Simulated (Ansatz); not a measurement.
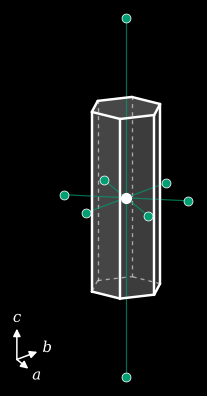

The Wigner–Seitz cell of the crystal's lattice, with lines to the lattice points that define its faces. Crystal: Rb2LuH2, the geometry relaxed with DFT PBE, scalar-relativistic, plane waves, PAW (Ansatz 0.2.0); the starting structure was generated, so it need not be a known form of this composition. Symmetry computed with spglib at a tolerance of 0.002 Å; standard conventional cell.

a = 3.842 Å, b = 3.842 Å, c = 11.465 Å, α = 90.00°, β = 90.00°, γ = 120.00°; lattice centring P.

Q: What is the cell's combinatorial type?

A: A hexagonal prism: 8 faces (6 with 4 edges, 2 with 6 edges), 18 edges, 12 vertices. Its volume is that of the primitive cell, 146.6 Å³.

Q: Which lattice vectors do the faces bisect?

A:
| example | length (Å) | faces | edges of each | area (Å²) |
| --- | --- | --- | --- | --- |
| a + b | 3.84 | 6 | 4 | 25.4 |
| c | 11.47 | 2 | 6 | 12.8 |
